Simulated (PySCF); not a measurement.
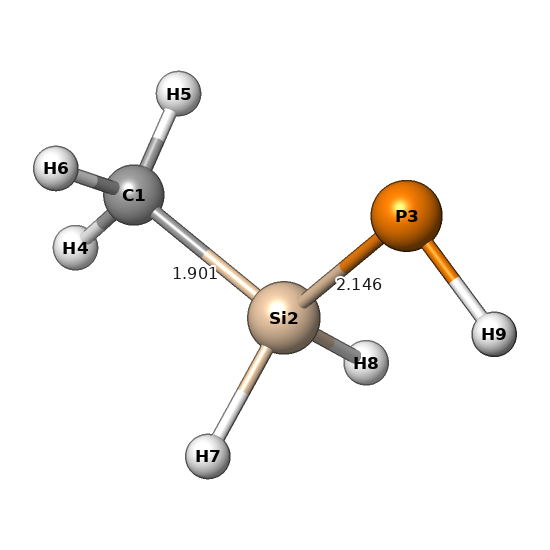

Bond lengths are marked in Å; every bond is drawn as one stick. Charge −1, singlet. Computed geometry: GFN2-xTB optimisation. No frequency run is at hand to confirm it as a minimum.

**Which of the marked bonds are single, double, triple or aromatic?**

C1–Si2 single; Si2–P3 single. This is one Lewis structure.

**Write the SMILES.**

C[SiH2][PH-]
